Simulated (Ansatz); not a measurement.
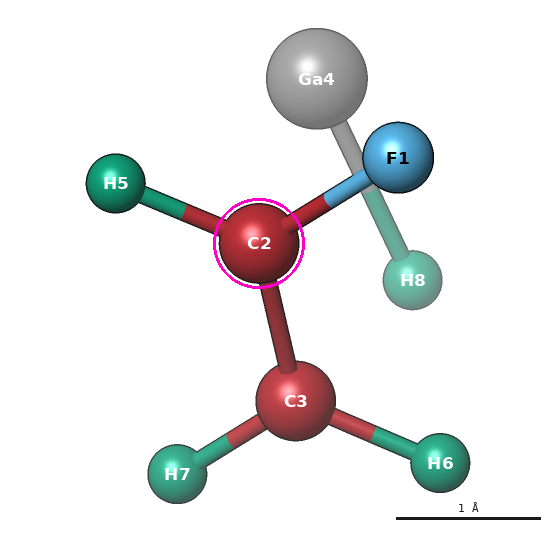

Orthographic view. Distant atoms are faded towards the background colour. The geometry was computed by an optimisation with PBE-D4/def2-SVP. No frequency run is at hand to confirm it as a minimum.

### Which atoms are bonded to the circled atom?

The circled atom is C2; it is bonded to F1, C3, H5.

### Which atom is farthest from the viewer?

H8, 2.1 Å behind the mean position.

### Which atom is nearest the viewer?

F1, 1.6 Å in front of the mean position.
